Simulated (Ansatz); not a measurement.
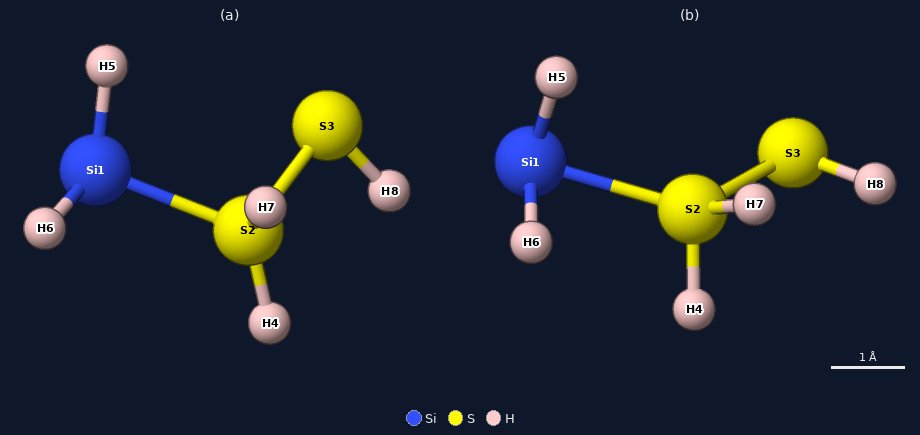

The structure of SiH$_{5}$S$_{2}$ (charge +1) before (left) and after (right) a relaxation, at one scale.

A ball-and-stick model, seen at a tilt.

It is one of the separated reactants of a reaction.

The calculation used RKS PBE-D4/def2-SVP in Ansatz 0.2.0. Set-up: force threshold 0.03 eV/Å; at most 250 steps.

Q: Summarise the run.

A: The atom that moves furthest after the best rigid fit is H8 (0.71 Å). By element the largest moves are H 0.71 Å, S 0.69 Å, Si 0.41 Å. Some distances before and after: S2–S3 2.056 → 2.163 Å, Si1–H6 1.475 → 1.551 Å, Si1–S2 2.270 → 2.344 Å, Si1–H5 1.474 → 1.530 Å. Among the angles between lasting bonds that change: Si1–S2–H7 98.9° → 131.7°, S2–Si1–H6 100.6° → 73.1°, H4–S2–H7 115.7° → 95.2°. After 13 accepted moves (14 points after the start) the energy has fallen by 1.716 eV. Largest force component: 2.9 eV/Å at the start, 0.028 eV/Å at the end. The line search rejected the trial step at point 10 of the run.
